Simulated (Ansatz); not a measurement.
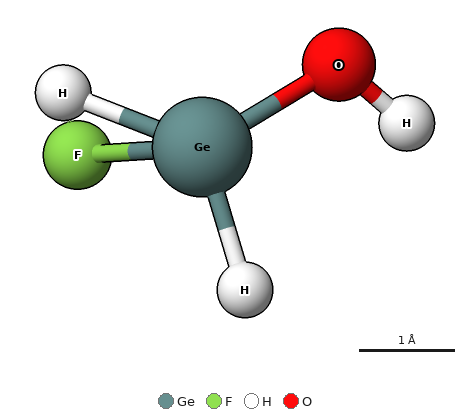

The structure as given in the input (ball-and-stick view, seen at a tilt). Sticks mark near contacts. Bond lengths as drawn: F–Ge 2.05 Å, Ge–H 1.58 to 1.63 Å, Ge–O 1.79 Å and H–O 0.98 Å.

# Molecular dynamics, with input and output: GeH3OF (part 1 of 3)

- system: GeH3OF
- method: RKS PBE-D4/def2-SVP (Ansatz 0.2.0)

It belongs to a series of runs on one base structure; here: dynamics from the highest image of the converged band.

### The program's output
```
Engine: ansatz 0.2.0, aarch64-unknown-linux-gnu
Functional definition: PBE
  parameter kappa = 0.804
  parameter beta = 0.06672455060314922
  exchange = pbe_x(kappa = kappa, mu = beta*pi^2/3)
  correlation = pbe_c(beta = beta)
816 factors; their error is unknown
mean field evaluation 1: about -61298.4754 eV, gradient 6.6e1 eV
mean field evaluation 2: about -61228.3286 eV, gradient 1.9e2 eV
mean field evaluation 4: about -61305.1928 eV, gradient 1.8e1 eV
mean field evaluation 8: about -61305.8403 eV, gradient 4.4e-2 eV
mean field evaluation 16: about -61305.7931 eV, gradient 1.4e-5 eV
mean field -61305.79307851 eV, -2252.9463410761 hartree, gradient 1.5e-5 eV, S^2 0.000000; 0 other end points of the search recorded, 0 dependent functions left out
the calculation of the forces begins
reference -61305.79310688 eV, -2252.9463421187 hartree; 26, 26 occupied and 49, 49 virtual orbitals, 816 factors
md step     0: t =     0.00 fs  T =   100.0 K  F+E_penalty+E_count = -61305.86760491 eV  E_kin = 0.051704 eV  conserved = -61305.81590091 eV  (26 SCF iters)
these checks for a lower state are left out or cut short: starts, cluster_reference, orbital_swaps, neighbouring_geometries, increment
816 factors; their error is unknown
mean field -61305.79133039 eV, -2252.9462768338 hartree, gradient 1.5e-5 eV, S^2 0.000000; 0 other end points of the search recorded, 0 dependent functions left out
the calculation of the forces begins
reference -61305.79135871 eV, -2252.9462778747 hartree; 26, 26 occupied and 49, 49 virtual orbitals, 816 factors
md step     1: t =     0.50 fs  T =    96.9 K  F+E_penalty+E_count = -61305.86597426 eV  E_kin = 0.050102 eV  conserved = -61305.81587186 eV  (29 SCF iters)
[... from here on the SCF iterations and repeated set-up lines of each step are left out, up to the last step ...]
md step     2: t =     1.00 fs  T =    88.0 K  F+E_penalty+E_count = -61305.86129119 eV  E_kin = 0.045511 eV  conserved = -61305.81577981 eV  (29 SCF iters)
md step     3: t =     1.50 fs  T =    76.1 K  F+E_penalty+E_count = -61305.85499792 eV  E_kin = 0.039335 eV  conserved = -61305.81566281 eV  (30 SCF iters)
md step     4: t =     2.00 fs  T =    64.5 K  F+E_penalty+E_count = -61305.84890835 eV  E_kin = 0.033334 eV  conserved = -61305.81557454 eV  (30 SCF iters)
md step     5: t =     2.50 fs  T =    55.8 K  F+E_penalty+E_count = -61305.84439186 eV  E_kin = 0.028839 eV  conserved = -61305.81555335 eV  (31 SCF iters)
md step     6: t =     3.00 fs  T =    50.7 K  F+E_penalty+E_count = -61305.84179820 eV  E_kin = 0.026202 eV  conserved = -61305.81559585 eV  (30 SCF iters)
md step     7: t =     3.50 fs  T =    48.0 K  F+E_penalty+E_count = -61305.84048830 eV  E_kin = 0.024824 eV  conserved = -61305.81566406 eV  (31 SCF iters)
md step     8: t =     4.00 fs  T =    45.8 K  F+E_penalty+E_count = -61305.83941048 eV  E_kin = 0.023700 eV  conserved = -61305.81571089 eV  (31 SCF iters)
md step     9: t =     4.50 fs  T =    42.8 K  F+E_penalty+E_count = -61305.83782206 eV  E_kin = 0.022113 eV  conserved = -61305.81570912 eV  (30 SCF iters)
md step    10: t =     5.00 fs  T =    38.8 K  F+E_penalty+E_count = -61305.83571953 eV  E_kin = 0.020057 eV  conserved = -61305.81566214 eV  (30 SCF iters)
md step    11: t =     5.50 fs  T =    35.2 K  F+E_penalty+E_count = -61305.83380365 eV  E_kin = 0.018208 eV  conserved = -61305.81559575 eV  (31 SCF iters)
md step    12: t =     6.00 fs  T =    33.9 K  F+E_penalty+E_count = -61305.83308963 eV  E_kin = 0.017547 eV  conserved = -61305.81554245 eV  (31 SCF iters)
md step    13: t =     6.50 fs  T =    36.5 K  F+E_penalty+E_count = -61305.83440034 eV  E_kin = 0.018872 eV  conserved = -61305.81552800 eV  (30 SCF iters)
md step    14: t =     7.00 fs  T =    43.3 K  F+E_penalty+E_count = -61305.83795671 eV  E_kin = 0.022393 eV  conserved = -61305.81556380 eV  (31 SCF iters)
md step    15: t =     7.50 fs  T =    53.3 K  F+E_penalty+E_count = -61305.84319344 eV  E_kin = 0.027550 eV  conserved = -61305.81564321 eV  (30 SCF iters)
md step    16: t =     8.00 fs  T =    64.0 K  F+E_penalty+E_count = -61305.84885567 eV  E_kin = 0.033110 eV  conserved = -61305.81574555 eV  (30 SCF iters)
md step    17: t =     8.50 fs  T =    72.6 K  F+E_penalty+E_count = -61305.85335145 eV  E_kin = 0.037515 eV  conserved = -61305.81583636 eV  (27 SCF iters)
md step    18: t =     9.00 fs  T =    76.2 K  F+E_penalty+E_count = -61305.85529339 eV  E_kin = 0.039414 eV  conserved = -61305.81587960 eV  (30 SCF iters)
md step    19: t =     9.50 fs  T =    73.9 K  F+E_penalty+E_count = -61305.85405276 eV  E_kin = 0.038199 eV  conserved = -61305.81585336 eV  (29 SCF iters)
md step    20: t =    10.00 fs  T =    66.4 K  F+E_penalty+E_count = -61305.85008349 eV  E_kin = 0.034319 eV  conserved = -61305.81576447 eV  (30 SCF iters)
md step    21: t =    10.50 fs  T =    56.4 K  F+E_penalty+E_count = -61305.84479515 eV  E_kin = 0.029143 eV  conserved = -61305.81565232 eV  (29 SCF iters)
md step    22: t =    11.00 fs  T =    47.1 K  F+E_penalty+E_count = -61305.83994390 eV  E_kin = 0.024375 eV  conserved = -61305.81556899 eV  (29 SCF iters)
md step    23: t =    11.50 fs  T =    41.2 K  F+E_penalty+E_count = -61305.83683359 eV  E_kin = 0.021285 eV  conserved = -61305.81554904 eV  (29 SCF iters)
md step    24: t =    12.00 fs  T =    39.1 K  F+E_penalty+E_count = -61305.83579666 eV  E_kin = 0.020210 eV  conserved = -61305.81558624 eV  (29 SCF iters)
md step    25: t =    12.50 fs  T =    39.9 K  F+E_penalty+E_count = -61305.83627953 eV  E_kin = 0.020639 eV  conserved = -61305.81564039 eV  (29 SCF iters)
md step    26: t =    13.00 fs  T =    42.1 K  F+E_penalty+E_count = -61305.83743455 eV  E_kin = 0.021764 eV  conserved = -61305.81567069 eV  (29 SCF iters)
md step    27: t =    13.50 fs  T =    44.7 K  F+E_penalty+E_count = -61305.83877522 eV  E_kin = 0.023120 eV  conserved = -61305.81565488 eV  (29 SCF iters)
md step    28: t =    14.00 fs  T =    48.2 K  F+E_penalty+E_count = -61305.84051970 eV  E_kin = 0.024918 eV  conserved = -61305.81560217 eV  (29 SCF iters)
md step    29: t =    14.50 fs  T =    54.0 K  F+E_penalty+E_count = -61305.84347807 eV  E_kin = 0.027941 eV  conserved = -61305.81553699 eV  (29 SCF iters)
md step    30: t =    15.00 fs  T =    64.1 K  F+E_penalty+E_count = -61305.84865291 eV  E_kin = 0.033163 eV  conserved = -61305.81549016 eV  (29 SCF iters)
md step    31: t =    15.50 fs  T =    79.9 K  F+E_penalty+E_count = -61305.85676867 eV  E_kin = 0.041286 eV  conserved = -61305.81548228 eV  (29 SCF iters)
md step    32: t =    16.00 fs  T =   101.4 K  F+E_penalty+E_count = -61305.86794175 eV  E_kin = 0.052422 eV  conserved = -61305.81551965 eV  (29 SCF iters)
md step    33: t =    16.50 fs  T =   127.6 K  F+E_penalty+E_count = -61305.88158272 eV  E_kin = 0.065992 eV  conserved = -61305.81559097 eV  (29 SCF iters)
md step    34: t =    17.00 fs  T =   156.5 K  F+E_penalty+E_count = -61305.89656488 eV  E_kin = 0.080893 eV  conserved = -61305.81567214 eV  (29 SCF iters)
md step    35: t =    17.50 fs  T =   185.5 K  F+E_penalty+E_count = -61305.91161676 eV  E_kin = 0.095887 eV  conserved = -61305.81573014 eV  (29 SCF iters)
md step    36: t =    18.00 fs  T =   213.0 K  F+E_penalty+E_count = -61305.92584825 eV  E_kin = 0.110114 eV  conserved = -61305.81573383 eV  (27 SCF iters)
md step    37: t =    18.50 fs  T =   239.0 K  F+E_penalty+E_count = -61305.93923007 eV  E_kin = 0.123559 eV  conserved = -61305.81567069 eV  (30 SCF iters)
md step    38: t =    19.00 fs  T =   265.4 K  F+E_penalty+E_count = -61305.95277981 eV  E_kin = 0.137220 eV  conserved = -61305.81555995 eV  (29 SCF iters)
md step    39: t =    19.50 fs  T =   295.5 K  F+E_penalty+E_count = -61305.96825714 eV  E_kin = 0.152805 eV  conserved = -61305.81545225 eV  (28 SCF iters)
md step    40: t =    20.00 fs  T =   332.6 K  F+E_penalty+E_count = -61305.98738379 eV  E_kin = 0.171974 eV  conserved = -61305.81541000 eV  (28 SCF iters)
md step    41: t =    20.50 fs  T =   378.0 K  F+E_penalty+E_count = -61306.01090594 eV  E_kin = 0.195430 eV  conserved = -61305.81547549 eV  (29 SCF iters, 3 dispersion substeps)
md step    42: t =    21.00 fs  T =   430.0 K  F+E_penalty+E_count = -61306.03797693 eV  E_kin = 0.222325 eV  conserved = -61305.81565144 eV  (28 SCF iters, 3 dispersion substeps)
md step    43: t =    21.50 fs  T =   484.0 K  F+E_penalty+E_count = -61306.06615115 eV  E_kin = 0.250247 eV  conserved = -61305.81590462 eV  (28 SCF iters, 3 dispersion substeps)
md step    44: t =    22.00 fs  T =   533.3 K  F+E_penalty+E_count = -61306.09193229 eV  E_kin = 0.275750 eV  conserved = -61305.81618199 eV  (27 SCF iters, 3 dispersion substeps)
md step    45: t =    22.50 fs  T =   571.0 K  F+E_penalty+E_count = -61306.11164852 eV  E_kin = 0.295237 eV  conserved = -61305.81641116 eV  (27 SCF iters, 3 dispersion substeps)
md step    46: t =    23.00 fs  T =   592.1 K  F+E_penalty+E_count = -61306.12260531 eV  E_kin = 0.306117 eV  conserved = -61305.81648875 eV  (27 SCF iters, 3 dispersion substeps)
md step    47: t =    23.50 fs  T =   596.3 K  F+E_penalty+E_count = -61306.12460999 eV  E_kin = 0.308312 eV  conserved = -61305.81629762 eV  (28 SCF iters, 3 dispersion substeps)
md step    48: t =    24.00 fs  T =   591.2 K  F+E_penalty+E_count = -61306.12150341 eV  E_kin = 0.305693 eV  conserved = -61305.81580992 eV  (27 SCF iters, 3 dispersion substeps)
md step    49: t =    24.50 fs  T =   591.8 K  F+E_penalty+E_count = -61306.12122135 eV  E_kin = 0.305995 eV  conserved = -61305.81522593 eV  (27 SCF iters, 3 dispersion substeps)
md step    50: t =    25.00 fs  T =   614.4 K  F+E_penalty+E_count = -61306.13259467 eV  E_kin = 0.317645 eV  conserved = -61305.81494922 eV  (27 SCF iters, 3 dispersion substeps)
md step    51: t =    25.50 fs  T =   665.8 K  F+E_penalty+E_count = -61306.15952710 eV  E_kin = 0.344258 eV  conserved = -61305.81526958 eV  (26 SCF iters, 3 dispersion substeps)
md step    52: t =    26.00 fs  T =   736.9 K  F+E_penalty+E_count = -61306.19704297 eV  E_kin = 0.380998 eV  conserved = -61305.81604452 eV  (26 SCF iters, 3 dispersion substeps)
md step    53: t =    26.50 fs  T =   805.9 K  F+E_penalty+E_count = -61306.23348038 eV  E_kin = 0.416679 eV  conserved = -61305.81680181 eV  (26 SCF iters, 3 dispersion substeps)
md step    54: t =    27.00 fs  T =   851.5 K  F+E_penalty+E_count = -61306.25739502 eV  E_kin = 0.440252 eV  conserved = -61305.81714325 eV  (26 SCF iters, 3 dispersion substeps)
md step    55: t =    27.50 fs  T =   863.7 K  F+E_penalty+E_count = -61306.26353692 eV  E_kin = 0.446554 eV  conserved = -61305.81698298 eV  (26 SCF iters, 3 dispersion substeps)
md step    56: t =    28.00 fs  T =   846.8 K  F+E_penalty+E_count = -61306.25432638 eV  E_kin = 0.437842 eV  conserved = -61305.81648421 eV  (27 SCF iters, 3 dispersion substeps)
md step    57: t =    28.50 fs  T =   815.5 K  F+E_penalty+E_count = -61306.23751964 eV  E_kin = 0.421631 eV  conserved = -61305.81588875 eV  (26 SCF iters, 3 dispersion substeps)
md step    58: t =    29.00 fs  T =   787.4 K  F+E_penalty+E_count = -61306.22251727 eV  E_kin = 0.407120 eV  conserved = -61305.81539698 eV  (26 SCF iters, 3 dispersion substeps)
md step    59: t =    29.50 fs  T =   777.6 K  F+E_penalty+E_count = -61306.21718683 eV  E_kin = 0.402063 eV  conserved = -61305.81512347 eV  (26 SCF iters, 3 dispersion substeps)
md step    60: t =    30.00 fs  T =   794.6 K  F+E_penalty+E_count = -61306.22596876 eV  E_kin = 0.410864 eV  conserved = -61305.81510450 eV  (26 SCF iters, 3 dispersion substeps)
md step    61: t =    30.50 fs  T =   839.2 K  F+E_penalty+E_count = -61306.24921445 eV  E_kin = 0.433881 eV  conserved = -61305.81533309 eV  (26 SCF iters, 3 dispersion substeps)
md step    62: t =    31.00 fs  T =   904.2 K  F+E_penalty+E_count = -61306.28327598 eV  E_kin = 0.467489 eV  conserved = -61305.81578689 eV  (25 SCF iters, 3 dispersion substeps)
md step    63: t =    31.50 fs  T =   975.8 K  F+E_penalty+E_count = -61306.32095644 eV  E_kin = 0.504540 eV  conserved = -61305.81641604 eV  (26 SCF iters, 3 dispersion substeps)
md step    64: t =    32.00 fs  T =  1035.6 K  F+E_penalty+E_count = -61306.35252496 eV  E_kin = 0.535449 eV  conserved = -61305.81707631 eV  (24 SCF iters, 3 dispersion substeps)
md step    65: t =    32.50 fs  T =  1065.2 K  F+E_penalty+E_count = -61306.36821810 eV  E_kin = 0.550755 eV  conserved = -61305.81746280 eV  (24 SCF iters, 3 dispersion substeps)
md step    66: t =    33.00 fs  T =  1055.7 K  F+E_penalty+E_count = -61306.36300294 eV  E_kin = 0.545820 eV  conserved = -61305.81718293 eV  (24 SCF iters, 3 dispersion substeps)
md step    67: t =    33.50 fs  T =  1017.4 K  F+E_penalty+E_count = -61306.34215447 eV  E_kin = 0.526036 eV  conserved = -61305.81611829 eV  (26 SCF iters, 3 dispersion substeps)
md step    68: t =    34.00 fs  T =   981.3 K  F+E_penalty+E_count = -61306.32224225 eV  E_kin = 0.507378 eV  conserved = -61305.81486391 eV  (25 SCF iters, 3 dispersion substeps)
md step    69: t =    34.50 fs  T =   981.4 K  F+E_penalty+E_count = -61306.32188685 eV  E_kin = 0.507410 eV  conserved = -61305.81447696 eV  (24 SCF iters, 3 dispersion substeps)
md step    70: t =    35.00 fs  T =  1027.6 K  F+E_penalty+E_count = -61306.34665776 eV  E_kin = 0.531290 eV  conserved = -61305.81536825 eV  (25 SCF iters, 3 dispersion substeps)
md step    71: t =    35.50 fs  T =  1095.9 K  F+E_penalty+E_count = -61306.38341110 eV  E_kin = 0.566643 eV  conserved = -61305.81676781 eV  (25 SCF iters, 3 dispersion substeps)
md step    72: t =    36.00 fs  T =  1147.9 K  F+E_penalty+E_count = -61306.41114098 eV  E_kin = 0.593524 eV  conserved = -61305.81761719 eV  (26 SCF iters, 3 dispersion substeps)
md step    73: t =    36.50 fs  T =  1158.2 K  F+E_penalty+E_count = -61306.41639818 eV  E_kin = 0.598858 eV  conserved = -61305.81754060 eV  (25 SCF iters, 3 dispersion substeps)
md step    74: t =    37.00 fs  T =  1127.0 K  F+E_penalty+E_count = -61306.39951114 eV  E_kin = 0.582681 eV  conserved = -61305.81682991 eV  (26 SCF iters, 3 dispersion substeps)
md step    75: t =    37.50 fs  T =  1073.2 K  F+E_penalty+E_count = -61306.37085220 eV  E_kin = 0.554892 eV  conserved = -61305.81596021 eV  (26 SCF iters, 3 dispersion substeps)
md step    76: t =    38.00 fs  T =  1022.1 K  F+E_penalty+E_count = -61306.34375271 eV  E_kin = 0.528472 eV  conserved = -61305.81528073 eV  (26 SCF iters, 3 dispersion substeps)
md step    77: t =    38.50 fs  T =   994.1 K  F+E_penalty+E_count = -61306.32891870 eV  E_kin = 0.513965 eV  conserved = -61305.81495395 eV  (26 SCF iters, 3 dispersion substeps)
md step    78: t =    39.00 fs  T =   999.2 K  F+E_penalty+E_count = -61306.33161494 eV  E_kin = 0.516606 eV  conserved = -61305.81500861 eV  (28 SCF iters, 3 dispersion substeps)
md step    79: t =    39.50 fs  T =  1035.9 K  F+E_penalty+E_count = -61306.35102011 eV  E_kin = 0.535614 eV  conserved = -61305.81540616 eV  (26 SCF iters, 3 dispersion substeps)
md step    80: t =    40.00 fs  T =  1092.2 K  F+E_penalty+E_count = -61306.38080367 eV  E_kin = 0.564729 eV  conserved = -61305.81607453 eV  (26 SCF iters, 3 dispersion substeps)
md step    81: t =    40.50 fs  T =  1148.0 K  F+E_penalty+E_count = -61306.41043875 eV  E_kin = 0.593561 eV  conserved = -61305.81687803 eV  (26 SCF iters, 3 dispersion substeps)
md step    82: t =    41.00 fs  T =  1180.0 K  F+E_penalty+E_count = -61306.42766390 eV  E_kin = 0.610125 eV  conserved = -61305.81753893 eV  (25 SCF iters, 3 dispersion substeps)
md step    83: t =    41.50 fs  T =  1171.0 K  F+E_penalty+E_count = -61306.42308900 eV  E_kin = 0.605469 eV  conserved = -61305.81762005 eV  (25 SCF iters, 3 dispersion substeps)
md step    84: t =    42.00 fs  T =  1121.8 K  F+E_penalty+E_count = -61306.39678975 eV  E_kin = 0.580014 eV  conserved = -61305.81677536 eV  (25 SCF iters, 3 dispersion substeps)
md step    85: t =    42.50 fs  T =  1058.8 K  F+E_penalty+E_count = -61306.36276280 eV  E_kin = 0.547464 eV  conserved = -61305.81529864 eV  (25 SCF iters, 3 dispersion substeps)
md step    86: t =    43.00 fs  T =  1023.7 K  F+E_penalty+E_count = -61306.34360721 eV  E_kin = 0.529304 eV  conserved = -61305.81430325 eV  (25 SCF iters, 3 dispersion substeps)
md step    87: t =    43.50 fs  T =  1043.1 K  F+E_penalty+E_count = -61306.35405739 eV  E_kin = 0.539320 eV  conserved = -61305.81473698 eV  (25 SCF iters, 3 dispersion substeps)
md step    88: t =    44.00 fs  T =  1105.2 K  F+E_penalty+E_count = -61306.38763324 eV  E_kin = 0.571416 eV  conserved = -61305.81621753 eV  (25 SCF iters, 3 dispersion substeps)
md step    89: t =    44.50 fs  T =  1169.2 K  F+E_penalty+E_count = -61306.42202594 eV  E_kin = 0.604533 eV  conserved = -61305.81749272 eV  (25 SCF iters, 3 dispersion substeps)
md step    90: t =    45.00 fs  T =  1197.8 K  F+E_penalty+E_count = -61306.43710467 eV  E_kin = 0.619314 eV  conserved = -61305.81779097 eV  (25 SCF iters, 3 dispersion substeps)
md step    91: t =    45.50 fs  T =  1179.2 K  F+E_penalty+E_count = -61306.42693633 eV  E_kin = 0.609712 eV  conserved = -61305.81722394 eV  (26 SCF iters, 3 dispersion substeps)
md step    92: t =    46.00 fs  T =  1127.1 K  F+E_penalty+E_count = -61306.39907694 eV  E_kin = 0.582780 eV  conserved = -61305.81629666 eV  (25 SCF iters, 3 dispersion substeps)
md step    93: t =    46.50 fs  T =  1067.3 K  F+E_penalty+E_count = -61306.36730365 eV  E_kin = 0.551849 eV  conserved = -61305.81545475 eV  (25 SCF iters, 3 dispersion substeps)
md step    94: t =    47.00 fs  T =  1024.4 K  F+E_penalty+E_count = -61306.34461121 eV  E_kin = 0.529662 eV  conserved = -61305.81494891 eV  (25 SCF iters, 3 dispersion substeps)
md step    95: t =    47.50 fs  T =  1013.7 K  F+E_penalty+E_count = -61306.33898298 eV  E_kin = 0.524116 eV  conserved = -61305.81486735 eV  (25 SCF iters, 3 dispersion substeps)
```
